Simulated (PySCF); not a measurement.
System: C$_{5}$H$_{7}$FNPSi (SMILES C=Cn1cpc([SiH3])c1F).

```yaml
atoms:
  - { symbol: C, position_ang: [-3.1805, 0.5040, -0.0255] }
  - { symbol: C, position_ang: [-1.8987, 0.8177, -0.1462] }
  - { symbol: N, position_ang: [-0.8249, 0.0064, 0.2043] }
  - { symbol: C, position_ang: [-0.8931, -1.2519, 0.7322] }
  - { symbol: P, position_ang: [0.6271, -1.9660, 1.0458] }
  - { symbol: C, position_ang: [1.4306, -0.4952, 0.4356] }
  - { symbol: Si, position_ang: [3.2797, -0.1715, 0.3150] }
  - { symbol: C, position_ang: [0.4764, 0.3877, 0.0559] }
  - { symbol: F, position_ang: [0.7060, 1.6098, -0.4561] }
  - { symbol: H, position_ang: [-3.5251, -0.4361, 0.3667] }
  - { symbol: H, position_ang: [-3.9370, 1.2044, -0.3264] }
  - { symbol: H, position_ang: [-1.5907, 1.7744, -0.5454] }
  - { symbol: H, position_ang: [-1.8547, -1.6943, 0.9103] }
  - { symbol: H, position_ang: [3.6002, 1.0049, 1.1263] }
  - { symbol: H, position_ang: [3.6188, 0.0774, -1.0879] }
  - { symbol: H, position_ang: [3.9583, -1.3625, 0.8202] }
```

Geometry: GFN2-xTB.

Computed with PySCF 2.14.0, B3LYP/def2-SVPD, SCF density, gas phase.

> What will maps of the electron density and electron localisation function show?

C–C (1.33 Å): ρ is about 2.3 e/Å³ halfway; the ELF peaks at about 0.95 between the atoms (a multiple bond).
C–F (1.34 Å): ρ at the midpoint is about 2.3 e/Å³, with its minimum of 1.7 e/Å³ about 0.5 Å from C; the ELF peaks at about 0.85 between the atoms, as expected for a polar covalent bond.
C–N (1.36 Å): the density is about 2.3 e/Å³ at the midpoint; the ELF peaks at about 0.95 between the atoms: a covalent bond.
C–P (1.71 Å): the density is about 1.4 e/Å³ at the midpoint; the ELF peaks at about 0.95 between the atoms; localised, covalent bonding.

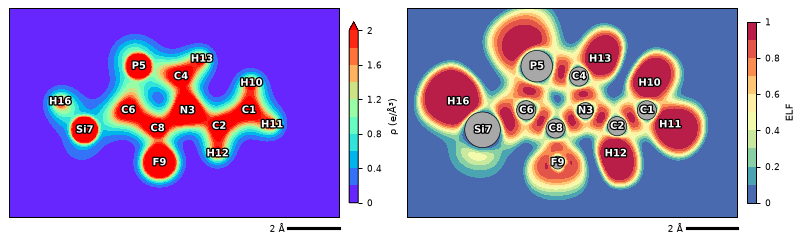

Computed electron density and electron localisation function on the plane of atoms C1, C2 and N3, in this order. Grey discs cover the atomic cores in the ELF map. 
